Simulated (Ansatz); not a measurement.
Cell of (CdSe)7/(CdTe)7 zinc blende (001) superlattice on CdSe (CdSe held in this type, which need not be the stable form), with its geometry taken from a PBE run:

```
CELL_PARAMETERS angstrom
      4.38166     0.00000     0.00000
      0.00000     4.38166     0.00000
      0.00000     0.00000    46.71918
ATOMIC_POSITIONS crystal
  Cd 0.00000 0.00000 0.00409
  Se 0.50000 0.00000 0.03745
  Cd 0.50000 0.50000 0.07082
  Se 0.00000 0.50000 0.10402
  Cd 0.00000 0.00000 0.13723
  Se 0.50000 0.00000 0.17039
  Cd 0.50000 0.50000 0.20356
  Se 0.00000 0.50000 0.23672
  Cd 0.00000 0.00000 0.26987
  Se 0.50000 0.00000 0.30304
  Cd 0.50000 0.50000 0.33620
  Se 0.00000 0.50000 0.36941
  Cd 0.00000 0.00000 0.40261
  Se 0.50000 0.00000 0.43598
  Cd 0.50000 0.50000 0.46934
  Te 0.00000 0.50000 0.50756
  Cd 0.00000 0.00000 0.54569
  Te 0.50000 0.00000 0.58391
  Cd 0.50000 0.50000 0.62211
  Te 0.00000 0.50000 0.66032
  Cd 0.00000 0.00000 0.69852
  Te 0.50000 0.00000 0.73672
  Cd 0.50000 0.50000 0.77492
  Te 0.00000 0.50000 0.81311
  Cd 0.00000 0.00000 0.85132
  Te 0.50000 0.00000 0.88952
  Cd 0.50000 0.50000 0.92774
  Te 0.00000 0.50000 0.96587
```

These are HSE06 (plane waves to 420 eV, PAW; Ansatz, a first-principles code) values and carry that method's errors. Scalar-relativistic, without spin–orbit coupling. Its k-point mesh 4×4×1, Fermi–Dirac width 0.01 eV. HSE06 ran on meshes of its own (4×4×1); its edges and gaps are taken over the mesh and over extra points off it, mostly where PBE has its edges.

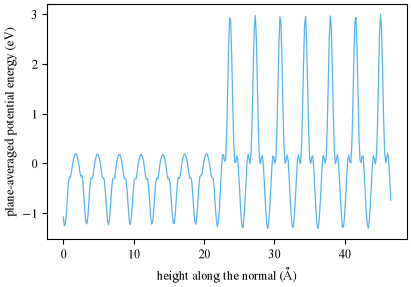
Figure: Smooth (PAW) electrostatic potential energy of an electron, averaged over planes, about its mean

The curve spans 4.3 eV over the stretch drawn.
